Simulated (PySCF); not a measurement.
SMILES [CH]=C, doublet at its PBE0/def2-SVP optimised geometry (Å):

```
5

C      0.5409     0.0031     0.0000
C     -0.7701     0.0031     0.0000
H      1.3525    -0.7252     0.0000
H     -1.3510    -0.9333     0.0001
H     -1.3525     0.9333     0.0000
```

Method: unrestricted PBE0/def2-TZVP in PySCF. Cells within 0.4 Å of a nucleus heavier than hydrogen are left out (blank, or x).

Map of the log10 of the electron density (e/bohr³), floored at −4 on the plane z = 0.0 Å:

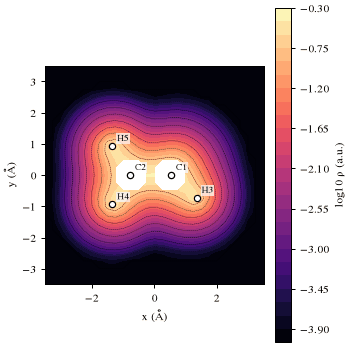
Figure: Log10 of the electron density (e/bohr³), floored at −4 on the plane z = 0.0 Å.
